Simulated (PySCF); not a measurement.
| atom | x (Å) | y (Å) | z (Å) |
| --- | --- | --- | --- |
| Tl | 0.4820 | 0.0000 | 0.0000 |
| H | -0.3952 | 0.0000 | 1.5240 |
| H | -0.3952 | 0.0000 | -1.5240 |
| H | 2.2402 | 0.0000 | 0.0000 |

Core potentials replace the inner electrons of Tl.

Theory: RKS B3LYP, Tl def2-SVP with ECP60, H def2-SVP; non-relativistic Hamiltonian with scalar-relativistic core potentials where named; density fitting (PySCF).

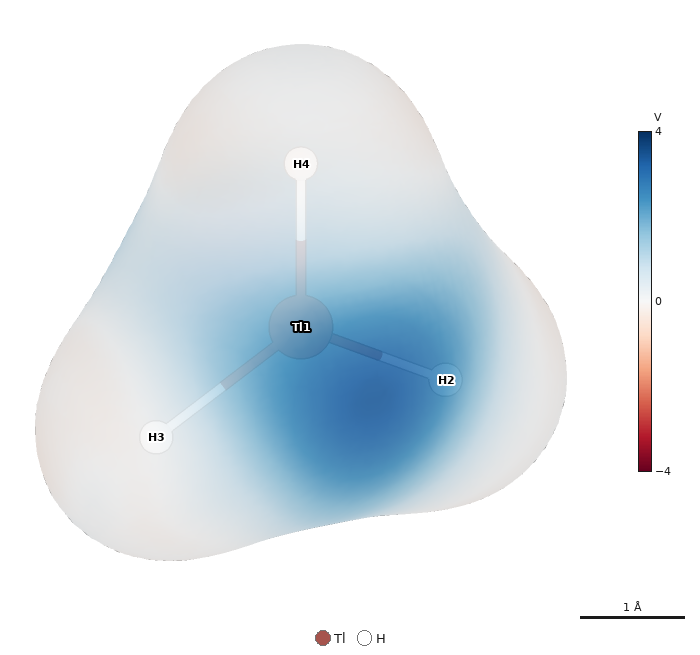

H3Tl (Tl(H)3). The molecular electrostatic potential painted on the density surface at 0.004 e/bohr³, seen at a tilt; the colour scale runs from red (negative) to blue (positive).

Which sites attract a positive test charge, and which a negative one?

A positive charge is drawn to the negative regions and a negative charge to the positive ones. The most negative region (about −0.3 V) lies over H3, the most positive (about +3.3 V) over Tl1.
